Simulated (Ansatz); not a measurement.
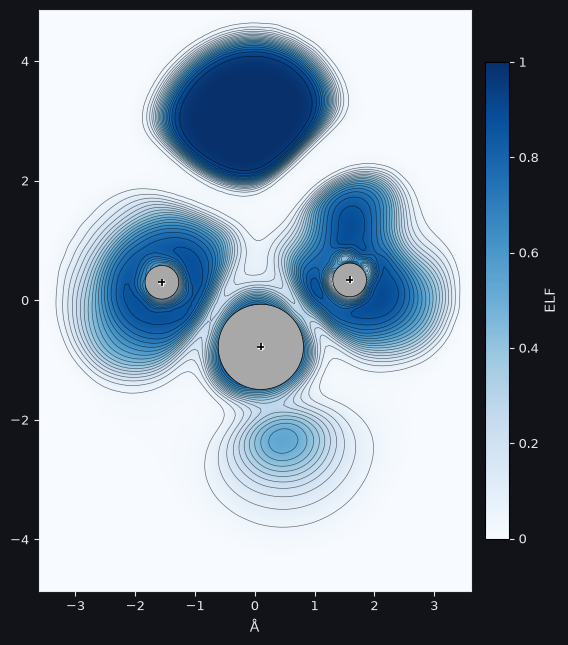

The electron localisation function on a plane through atoms (crosses mark nuclei in the plane; grey discs cover the cores).

The calculation used Ansatz, RKS PBE/def2-SVP.

Candidates:
A. ClFH₂O₂Ti···HBr
B. H₆O₂W···H₂
C. F₃H₅NOTa

**Which candidate gave the map?**

Candidate B: H₆O₂W···H₂ on the plane of atoms O6, W1 and O9, which holds W and O. W–O (1.86 Å): the ELF peaks at about 0.85 in the valence shell of O, 0.5 Å from its nucleus, and drops to about 0.30 between the two atoms. W–O (1.98 Å): the ELF peaks at about 0.85 in the valence shell of O, 0.6 Å from its nucleus, and drops to about 0.25 between the two atoms.
